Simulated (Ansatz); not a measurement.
Pulling on the Mg1–H2 bond in HIMg (SMILES [MgH][I]) (multiplicity 1 held, fragments rigid). Energies count from the point at 1.682 Å.
Geometry at that point (charge 0, multiplicity 1):
```xyz
3

Mg     0.000     0.000    -2.028
H      0.000     0.000    -3.711
I      0.000     0.000     0.529
```

Restricted levels (R-, RO-) in cc, def2 and unpolarised 6-31G sets keep to the state of the molecule at rest. Unrestricted levels (U-) break spin symmetry where that is lower. Active spaces are followed from a long bond inwards. Levels need not reach the same state.

Correlated levels freeze the cores. Filled d and f shells under p-block atoms count as core.

Programs: Ansatz (Gaussian basis) for Hartree–Fock, density functionals and correlated methods.  In def2 rows elements past Kr take small-core potentials, without spin–orbit coupling.

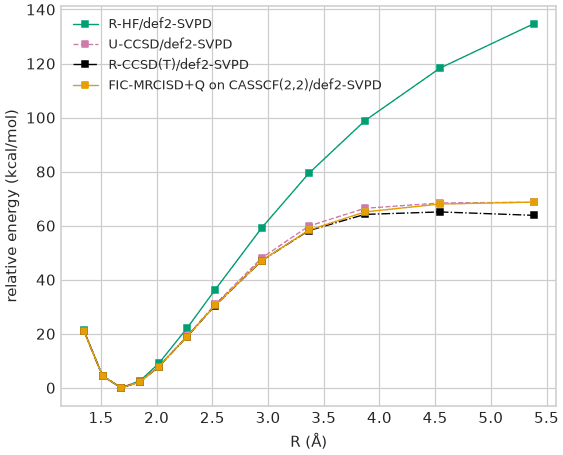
Figure. Relative energy along the coordinate

Read off the R-HF/def2-SVPD curve at R = 3.365.

about 79 kcal/mol

Doubts at one or more of the structures used: a restricted determinant that unrestricted orbitals would lower (R-HF/def2-SVPD, R-CCSD(T)/def2-SVPD); a spin-contaminated determinant (U-CCSD/def2-SVPD); T1 above 0.05 (U-CCSD/def2-SVPD, R-CCSD(T)/def2-SVPD); other coupled-cluster roots lie near (R-CCSD(T)/def2-SVPD).

Ansatz is a first-principles code.
